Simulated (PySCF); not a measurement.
Molecule: C10H6F2S, SMILES Fc1cccc(F)c1-c1ccsc1. Atoms near the plane z = 0.8 Å, at the GFN2-xTB optimised geometry (x, y, z in Å): F1 (1.5, 1.1, 0.0), C2 (0.8, -0.1, 0.0), C3 (1.5, -1.3, 0.0), C4 (0.8, -2.5, 0.0), C5 (-0.6, -2.5, 0.0), C6 (-1.2, -1.2, 0.0), F7 (-2.6, -1.2, 0.0), C8 (-0.6, 0.0, 0.0), C9 (-1.3, 1.3, 0.0), S12 (-2.5, 3.4, 0.7), C13 (-1.7, 1.9, 1.1), H14 (2.6, -1.2, 0.0), H15 (1.3, -3.4, 0.0), H16 (-1.1, -3.4, 0.0).

Level of theory: CAM-B3LYP/def2-SVP (PySCF). Cells within 0.4 Å of a nucleus heavier than hydrogen are left out (blank, or x). The values are rescaled to run from 0 to 1.

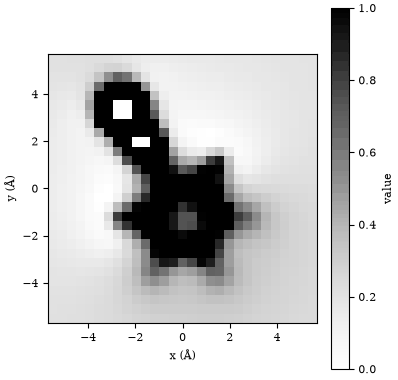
*a field on the plane z = 0.8 Å.*

Which quantity is mapped?
A) log10 of the electron density
B) electrostatic potential
C) deformation density (molecule minus spherical neutral atoms)
D) an orbital amplitude

B, electrostatic potential. In full: electrostatic potential (hartree/e), clipped to [-0.08, 0.12].
